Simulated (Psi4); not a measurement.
**doublet NOF+ at 6 levels**

Wanted: a comparison of 6 runs (U-revPBE/def2-TZVPP, U-wB97X/def2-TZVPP, UCAM-B3LYP/def2-TZVPP, UM06-2X/def2-TZVPP, UPBE0/def2-TZVPP, USVWN5/def2-TZVPP) of doublet NOF+. 

The results are computed with Psi4 1.11.

1 further run of the same task is left out (it didn't finish).

**1. The molecule**

NOF+: 3 atoms, total charge +1, spin state doublet. As SMILES of the parent species, `O=NF`. The coordinates come from a PBE0-D4/def2-TZVP relaxation. That shape belongs to the parent species and isn't relaxed for this state.

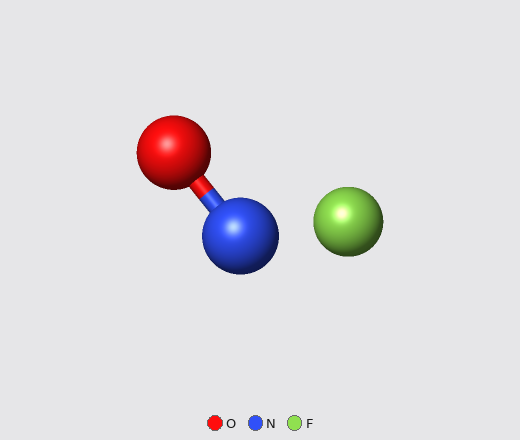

Viewed from a chosen angle; oxygen red, nitrogen blue, fluorine green.

**2. A single-point energy at U-revPBE/def2-TZVPP (run 1)**

fno.py

```python
import psi4

psi4.set_memory('2200 MB')
psi4.set_num_threads(1)
psi4.set_output_file('psi4.out', False)

m = psi4.geometry("""
1 2
O      0.868350     0.242970     0.504740
N      0.148930    -0.482540     0.029910
F     -1.017290     0.239580    -0.534650
symmetry c1
""")

psi4.set_options({
    'basis': 'def2-TZVPP',
    'reference': 'uks',
    'puream': True,
    'e_convergence': 1e-09,
    'd_convergence': 1e-08,
    'scf_type': 'pk',
    'dft_radial_points': 99,
    'dft_spherical_points': 590,
    'maxiter': 100,
})

e_tot, wfn = psi4.energy('revpbe', molecule=m, return_wfn=True)
psi4.oeprop(wfn, 'LOWDIN_CHARGES', 'QUADRUPOLE', 'MAYER_INDICES', title='REVPBE')
print('E =', round(e_tot, 9))
```

Started as:

```console
$ python fno.py
```

psi4.out:

```text
[...]
  Running in c1 symmetry.
[...]
  Nuclear repulsion =   66.472921694977643
[...]
  Multiplicity = 2
[...]
  Nalpha       = 12
  Nbeta        = 11
[...]
    Number of basis functions: 93
[...]
   @UKS iter   1:  -229.27239842481490    2.10633e-01   2.89766e-03 DIIS/ADIIS
[...]
   @UKS iter  14:  -229.29699126225205   -7.38964e-13   4.30447e-09 DIIS
[...]
   @S^2 Observed:                7.553760007E-01
[...]
  @UKS Final Energy:  -229.29699126225205
   => Energetics <=
    Nuclear Repulsion Energy =             66.4729216949776429
    One-Electron Energy =                -438.9986538434798149
    Two-Electron Energy =                 168.5531908751400749
    DFT Exchange-Correlation Energy =     -25.3244499888899419
    Empirical Dispersion Energy =           0.0000000000000000
    VV10 Nonlocal Energy =                  0.0000000000000000
    Total Energy =                       -229.2969912622520496
[...]
 Multipole Moments:
 ------------------------------------------------------------------------------------
     Multipole            Electronic (a.u.)      Nuclear  (a.u.)        Total (a.u.)
 ------------------------------------------------------------------------------------
 L = 1.  Multiply by 2.5417464519 to convert [e a0] to [Debye]
 Dipole X            :         -0.4137893            1.0164658            0.6026766
 Dipole Y            :         -0.0697690           -0.1919967           -0.2617656
 Dipole Z            :          0.0000000           -0.0000000            0.0000000
 Magnitude           :                                                    0.6570695
 L = 2.  Multiply by 1.3450342976 to convert [e a0^2] to [Debye ang]
 Quadrupole XX       :        -78.8061625           71.5543819           -7.2517805
 Quadrupole XY       :          3.1470346           -3.5096002           -0.3625657
[...]
```

On the terminal:

```text
E = -229.296991262
```

Run time: 36 s. Hardware: 1 thread of Intel Xeon at 2.50GHz (Skylake/Cascade Lake), shared host; peak memory 0.74 GiB.

**3. Energy and gradient at U-wB97X/def2-TZVPP (run 2)**

run_ase.py

```python
import numpy as np
from ase.calculators.psi4 import Psi4
from ase import Atoms

atoms = Atoms(['O', 'N', 'F'], positions=[
    [0.868350, 0.242970, 0.504740],
    [0.148930, -0.482540, 0.029910],
    [-1.017290, 0.239580, -0.534650],
])
calc = Psi4(atoms=atoms, method='wb97x', basis='def2-TZVPP', memory='2200MB', num_threads=1, charge=1, multiplicity=2, label='calc', reference='uks')
calc.psi4.set_options({'puream': True, 'e_convergence': 1e-09, 'd_convergence': 1e-08, 'scf_type': 'pk', 'dft_radial_points': 99, 'dft_spherical_points': 590, 'maxiter': 100})
atoms.calc = calc

forces = atoms.get_forces()
print(f'energy: {atoms.get_potential_energy():.6f} eV')
print('forces / eV A^-1')
print(np.round(forces, 5))
```

Started as:

```console
$ python run_ase.py
```

calc.dat:

```text
[...]
  Running in c1 symmetry.
[...]
  Nuclear repulsion =   66.472921694977657
[...]
  Multiplicity = 2
[...]
  Nalpha       = 12
  Nbeta        = 11
[...]
    Number of basis functions: 93
[...]
   @UKS iter   1:  -229.15220386019806    3.51365e-02   5.62015e-03 ADIIS/DIIS
[...]
   @UKS iter  19:  -229.28063893863074   -2.70006e-12   5.92578e-09 DIIS
[...]
   @S^2 Observed:                7.698214163E-01
[...]
  @UKS Final Energy:  -229.28063893863074
   => Energetics <=
    Nuclear Repulsion Energy =             66.4729216949776571
    One-Electron Energy =                -438.9479144880631338
    Two-Electron Energy =                 161.5714324146529748
    DFT Exchange-Correlation Energy =     -18.3770785601982602
    Empirical Dispersion Energy =           0.0000000000000000
    VV10 Nonlocal Energy =                  0.0000000000000000
    Total Energy =                       -229.2806389386307444
[...]
  -Total Gradient:
     Atom            X                  Y                   Z
    ------   -----------------  -----------------  -----------------
       1        0.031420455847     0.066482125277     0.024498909585
       2       -0.028431455444    -0.089805282886    -0.025372768360
       3       -0.002984881379     0.023320235316     0.000875812583
[...]
```

The script printed:

```text
energy: -6239.043974 eV
forces / eV A^-1
[[-1.6157  -3.41865 -1.25978]
 [ 1.462    4.61797  1.30472]
 [ 0.15349 -1.19917 -0.04504]]
```

Wall time 61 s (1 thread of Intel Xeon at 2.50GHz (Skylake/Cascade Lake), shared host); peak memory 0.83 GiB.

Run 3 isn't shown in full; the table further down has it.

**4. The energy at UM06-2X/def2-TZVPP (run 4)**

calc.in

```
memory 2200 MB

molecule {
  1 2
  O      1.64094368     0.45914676     0.95382036
  N      0.28143691    -0.91186844     0.05652171
  F     -1.92239949     0.45274058    -1.01034207
  units au
  symmetry c1
  no_reorient
  no_com
}

set globals {
  basis def2-TZVPP
  reference uks
  puream true
  e_convergence 1e-09
  d_convergence 1e-08
  scf_type pk
  dft_radial_points 99
  dft_spherical_points 590
  maxiter 100
}

e, wfn = energy('m06-2x', return_wfn=True)
oeprop(wfn, 'MAYER_INDICES', 'DIPOLE', 'WIBERG_LOWDIN_INDICES', title='M06-2X')
```

Started as:

```console
$ psi4 -i calc.in -o calc.out -n 1
```

calc.out:

```text
[...]
  Running in c1 symmetry.
[...]
  Nuclear repulsion =   66.472921806039651
[...]
  Multiplicity = 2
[...]
  Nalpha       = 12
  Nbeta        = 11
[...]
    Number of basis functions: 93
[...]
   @UKS iter   1:  -229.12109035647859    1.03971e-01   5.35586e-03 DIIS/ADIIS
[...]
   @UKS iter  18:  -229.23955784884353   -7.24754e-12   8.73740e-09 DIIS
[...]
   @S^2 Observed:                7.724010840E-01
[...]
  @UKS Final Energy:  -229.23955784884353
   => Energetics <=
    Nuclear Repulsion Energy =             66.4729218060396505
    One-Electron Energy =                -438.7779519313868946
    Two-Electron Energy =                 155.2147636194834206
    DFT Exchange-Correlation Energy =     -12.1492913429797209
    Empirical Dispersion Energy =           0.0000000000000000
    VV10 Nonlocal Energy =                  0.0000000000000000
    Total Energy =                       -229.2395578488435319
[...]
 Multipole Moments:
 ------------------------------------------------------------------------------------
     Multipole            Electronic (a.u.)      Nuclear  (a.u.)        Total (a.u.)
 ------------------------------------------------------------------------------------
 L = 1.  Multiply by 2.5417464519 to convert [e a0] to [Debye]
 Dipole X            :          2.6753534           -2.2039876            0.4713658
 Dipole Y            :         -1.5939616            1.3647602           -0.2292014
 Dipole Z            :          1.3018252           -1.0668638            0.2349614
 Magnitude           :                                                    0.5743917
[...]
```

Run time: 59 s. Hardware: 1 thread of Intel Xeon at 2.50GHz (Skylake/Cascade Lake), shared host; peak memory 1.3 GiB.

Run 5 isn't shown in full; the table further down has it.

**5. A single-point energy at USVWN5/def2-TZVPP (run 6)**

input.inp

```
memory 2.2 GB

molecule {
  1 2
  O      0.868350     0.242970     0.504740
  N      0.148930    -0.482540     0.029910
  F     -1.017290     0.239580    -0.534650
  symmetry c1
  no_reorient
  no_com
}

set {
  basis                def2-TZVPP
  reference            uks
  puream               true
  e_convergence        1e-09
  d_convergence        1e-08
  scf_type             pk
  dft_radial_points    99
  dft_spherical_points 590
  maxiter              100
}

energy_value, wavefunction = energy('scf', dft_functional={"name": "SVWN5", "x_functionals": {"LDA_X": {}}, "c_functionals": {"LDA_C_VWN": {}}}, return_wfn=True)
oeprop(wavefunction, 'WIBERG_LOWDIN_INDICES', 'LOWDIN_CHARGES', 'MULLIKEN_CHARGES', title='SCF')
print_variables()
```

Started as:

```console
$ psi4 -n 1 input.inp input.out
```

input.out:

```text
[...]
  Running in c1 symmetry.
[...]
  Nuclear repulsion =   66.472921694977657
[...]
  Multiplicity = 2
[...]
  Nalpha       = 12
  Nbeta        = 11
[...]
    Number of basis functions: 93
[...]
   @UKS iter   1:  -227.73276043902405    2.45847e-01   2.84459e-03 ADIIS/DIIS
[...]
   @UKS iter  13:  -227.75689242440816   -1.84741e-12   3.17977e-09 DIIS
[...]
   @S^2 Observed:                7.522559158E-01
[...]
  @UKS Final Energy:  -227.75689242440816
   => Energetics <=
    Nuclear Repulsion Energy =             66.4729216949776571
    One-Electron Energy =                -438.7735469303416949
    Two-Electron Energy =                 168.2335241214802579
    DFT Exchange-Correlation Energy =     -23.6897913105244022
    Empirical Dispersion Energy =           0.0000000000000000
    VV10 Nonlocal Energy =                  0.0000000000000000
    Total Energy =                       -227.7568924244081643
[...]
 Multipole Moments:
 ------------------------------------------------------------------------------------
     Multipole            Electronic (a.u.)      Nuclear  (a.u.)        Total (a.u.)
 ------------------------------------------------------------------------------------
 L = 1.  Multiply by 2.5417464519 to convert [e a0] to [Debye]
 Dipole X            :          2.6235869           -2.2039876            0.4195993
 Dipole Y            :         -1.5790727            1.3647602           -0.2143125
 Dipole Z            :          1.2749101           -1.0668638            0.2080463
 Magnitude           :                                                    0.5150502
[...]
```

Wall time 26 s (1 thread of Intel Xeon at 2.50GHz (Skylake/Cascade Lake), shared host); peak memory 0.45 GiB.

**6. The series**

| run | level | task | energy (Eh) | HOMO energy (eV) | LUMO energy (eV) | ⟨S²⟩ | wall time |
| --- | --- | --- | --- | --- | --- | --- | --- |
| 1 | U-revPBE/def2-TZVPP | energy | -229.296991 | -18.93 | -17.51 | 0.755 | 36 s |
| 2 | U-wB97X/def2-TZVPP | gradient | -229.280639 | -23.57 | -13.78 | 0.770 | 61 s |
| 3 | UCAM-B3LYP/def2-TZVPP | energy | -229.264312 | -22.72 | -14.99 | 0.771 | 44 s |
| 4 | UM06-2X/def2-TZVPP | energy | -229.239558 | -22.73 | -15.00 | 0.772 | 59 s |
| 5 | UPBE0/def2-TZVPP | energy | -229.104862 | -21.21 | -16.17 | 0.770 | 32 s |
| 6 | USVWN5/def2-TZVPP | energy | -227.756892 | -19.19 | -18.06 | 0.752 | 26 s |

**7. Results**

| quantity | value |
| --- | --- |
| run 6: total energy | -227.75689 Eh |
| run 6: HOMO energy (highest over α and β) | -19.19 eV |
| run 6: LUMO energy (lowest over α and β) | -18.06 eV |
| run 6: ⟨S²⟩ | 0.752 |

Totals of different functionals can't be ranked against each other. All runs together took 4.3 min, the longest 61 s.
